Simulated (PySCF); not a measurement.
## Run report: C₃H₆F₃GeN, excited-state calculation

The run: excited-state calculation of C₃H₆F₃GeN. Method and program: TDDFT PBE0/def2-SVPD, vertical, gas phase, core orbitals frozen in the response (PySCF 2.14.0).

The geometry comes from this level: GFN2-xTB.

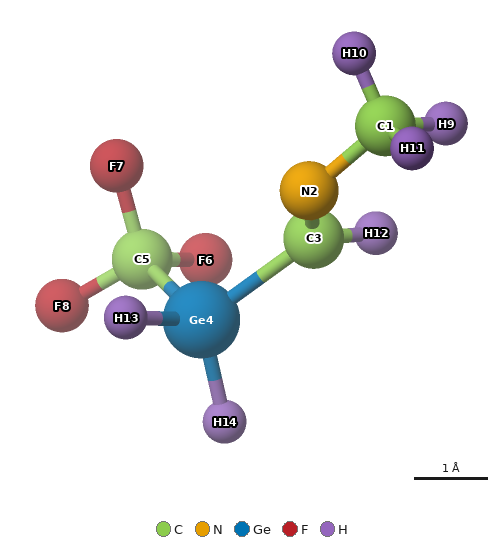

*The structure (ball-and-stick view, seen at a tilt; atoms are numbered from 1 in the order of the input). Sticks mark near contacts.*

Bond lengths as drawn: C–F 1.34 to 1.35 Å, C–Ge 1.95 to 2.01 Å, C–H 1.09 to 1.10 Å, C–N 1.26 to 1.43 Å and Ge–H 1.49 to 1.50 Å.

Input file:
```
{"job": {"kind": "uv", "xc": "PBE0", "basis": "def2-SVPD", "nstates": 6, "ntriplets": 2}, "charge": 0, "multiplicity": 1}
C      2.741334     0.168423     0.373353
N      1.494525    -0.440889     0.045372
C      0.565833     0.225280    -0.476714
Ge    -1.117564    -0.715168    -0.797298
C     -2.452667     0.137565     0.443947
F     -2.606670     1.448412     0.165461
F     -2.078072     0.067568     1.733941
F     -3.676218    -0.411756     0.371737
H      2.790981     1.234942     0.118484
H      2.906742     0.036274     1.443100
H      3.529194    -0.375783    -0.148630
H      0.663417     1.296522    -0.708023
H     -1.037841    -2.158145    -0.430220
H     -1.723673    -0.513718    -2.156678
```

The first line tells a small driver script what to run in PySCF; the rest is the geometry in Å.

Machine: 1 CPU thread, shared host.

Launch command:
```bash
OMP_NUM_THREADS=1 python <driver script> task.json out
```

Output:
```
coarse grid: 58808 points
cycle   1  E = -2547.7130096434  dE =  3.863e-01  |g| = 8.794e-01  |ddm| = 4.702e+00
cycle   2  E = -2547.5459819529  dE =  1.670e-01  |g| = 1.334e+00  |ddm| = 1.831e+00
cycle   3  E = -2547.8435451163  dE = -2.976e-01  |g| = 1.280e-01  |ddm| = 1.174e+00
cycle   4  E = -2547.8456245939  dE = -2.079e-03  |g| = 7.029e-02  |ddm| = 2.100e-01
cycle   5  E = -2547.8466385354  dE = -1.014e-03  |g| = 1.908e-02  |ddm| = 9.796e-02
cycle   6  E = -2547.8467012114  dE = -6.268e-05  |g| = 3.332e-03  |ddm| = 1.986e-02
cycle   7  E = -2547.8467028426  dE = -1.631e-06  |g| = 5.110e-04  |ddm| = 4.553e-03
final grid: 124704 points
cycle   8  E = -2547.8466879131  dE = -3.156e-08  |g| = 5.929e-04  |ddm| = 4.748e-03
cycle   9  E = -2547.8466878398  dE =  7.333e-08  |g| = 8.729e-04  |ddm| = 1.499e-03
cycle  10  E = -2547.8466879767  dE = -1.369e-07  |g| = 1.357e-04  |ddm| = 9.143e-04
cycle  11  E = -2547.8466879806  dE = -3.941e-09  |g| = 2.617e-05  |ddm| = 1.887e-04
cycle  12  E = -2547.8466879807  dE = -1.351e-10  |g| = 5.442e-06  |ddm| = 3.148e-05
```

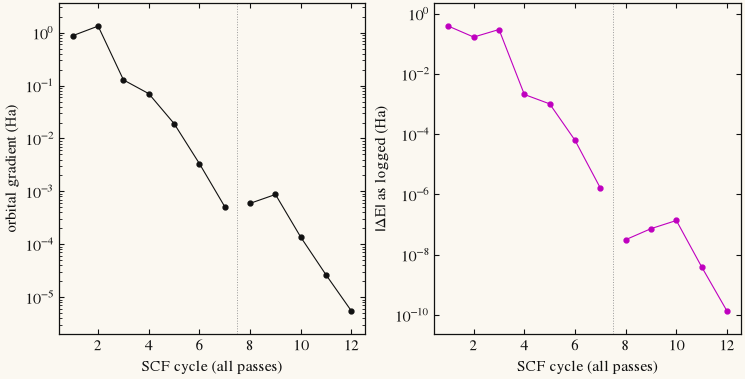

*Convergence of the self-consistent field: orbital gradient and size of the energy change against the SCF cycle. The dotted line marks the change from a coarse to the final integration grid.*

The first 7 cycles use a coarse grid, the final grid takes over at cycle 8, and the field converges after 12 cycles in all.

```
converged SCF energy = -2547.8466879807

Static polarisability (au): isotropic 79.794, principal 66.604 70.560 102.216

Singlet excitations
state   eV       nm        f      main configurations
  1   4.3655    284.0   0.00313   H->L 0.98
  2   6.6095    187.6   0.07662   H->L+1 0.95
  3   6.9407    178.6   0.10288   H-1->L 0.63, H->L+2 0.23
  4   7.0838    175.0   0.04390   H->L+2 0.38, H->L+3 0.33, H-1->L 0.12
  5   7.2361    171.3   0.03809   H->L+3 0.45, H-3->L 0.26, H->L+2 0.13
  6   7.2682    170.6   0.14267   H-3->L 0.32, H->L+2 0.19, H->L+3 0.15

Triplet excitations (Tamm-Dancoff, eV): 3.5095 4.7204
```

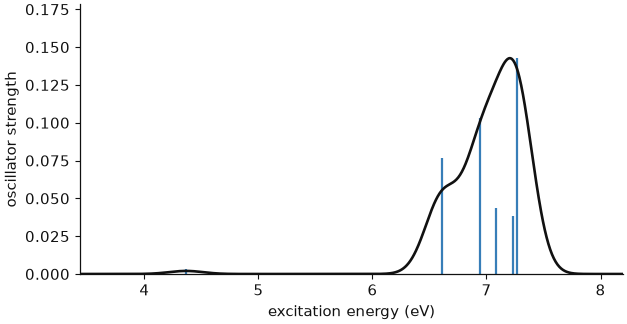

*Computed excitations as sticks (degenerate states added up, dark ones marked on the axis), with a Gaussian envelope of 0.35 eV full width at half maximum, scaled to the tallest.*

Of the 6 states the lowest lies at 4.37 eV (f = 0.003); the strongest line is at 7.27 eV, or 171 nm (f = 0.143).

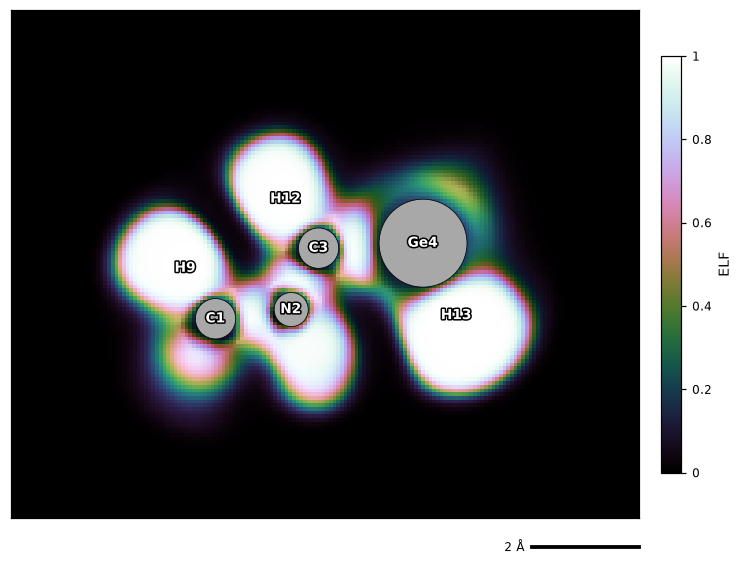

*Electron localisation function on the plane of atoms C3, Ge4 and H13. Grey discs, where drawn, cover atomic cores.*

The section cuts through C, N, Ge and H sites. C–N (1.26 Å): the ELF peaks at about 0.90 between the atoms (a double or triple bond). C–Ge (1.95 Å): the ELF peaks at about 0.95 in the valence shell of C, 0.7 Å from its nucleus, and is about 0.75 at the midpoint. C–N (1.43 Å): the ELF peaks at about 0.95 between the atoms, which marks a shared electron pair. Ge–H (1.49 Å): the ELF climbs to about 1 towards the hydrogen.

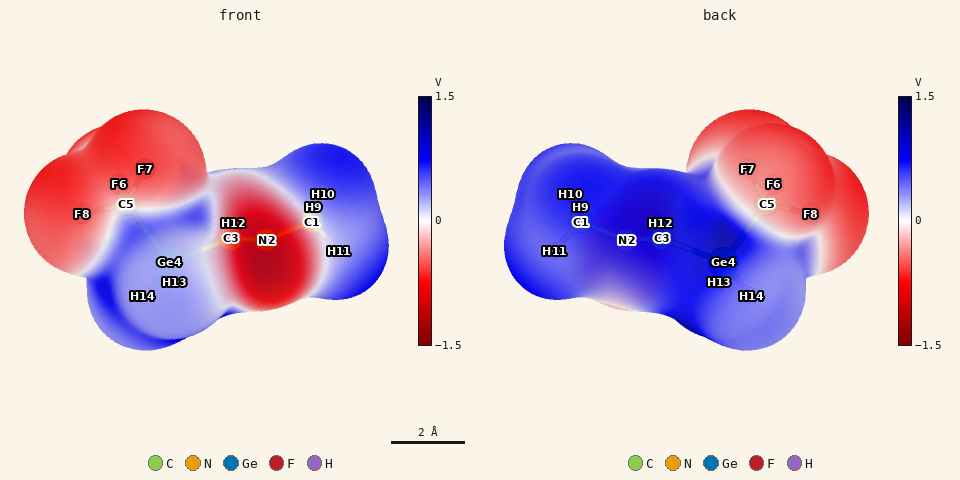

*The molecular electrostatic potential painted on the density surface at 0.001 e/bohr³, seen face on and from behind; the colour scale runs from red (negative) to blue (positive).*

A positive charge is drawn to the negative regions and a negative charge to the positive ones.

Key numbers:

| quantity | value |
| --- | --- |
| outcome | converged |
| total energy | −2547.846688 hartree |
| HOMO | −7.43 eV |
| LUMO | −1.16 eV |
| dipole moment | 3.05 D |
| mean polarisability | 79.79 a.u. |
| lowest singlet excitation | 4.37 eV |
| wall time | 41 s |
| peak memory | 0.99 GiB |

Spin–orbit coupling is left out, which matters for the heavy atoms.
